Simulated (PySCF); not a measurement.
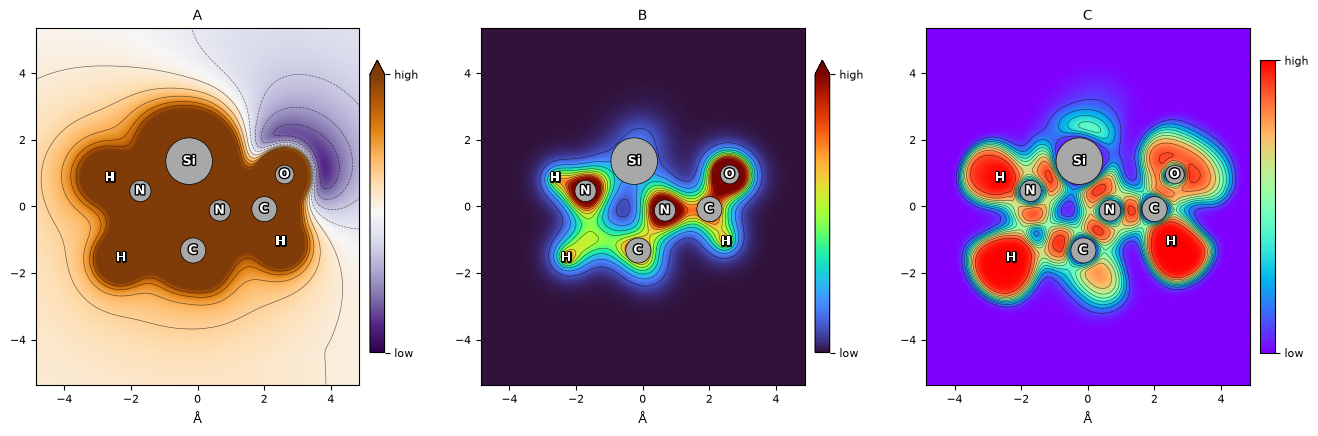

C$_{4}$H$_{7}$N$_{3}$OSi: 3 fields on the plane of atoms C6, N7 and C8, with unlabelled colour scales. Grey discs cover the atomic cores.

Geometry: GFN2-xTB.

Computed with PBE0/pcSseg-1, SCF density, gas phase, non-relativistic (PySCF).

Match the panels to the quantities (electron density, electron localisation function and electrostatic potential).

Panel A: electrostatic potential (strongly positive close to the atoms, with negative regions outside electron-rich atoms). Panel B: electron density. Panel C: electron localisation function. From the grid: C–O (1.21 Å): the density is about 3.3 e/Å³ at the midpoint; the ELF peaks at about 0.85 between the atoms (a short, multiple covalent bond). Si–N (1.72 Å): the density is about 1.1 e/Å³ at the midpoint; the ELF peaks at about 0.90 between the atoms; a polar covalent bond.
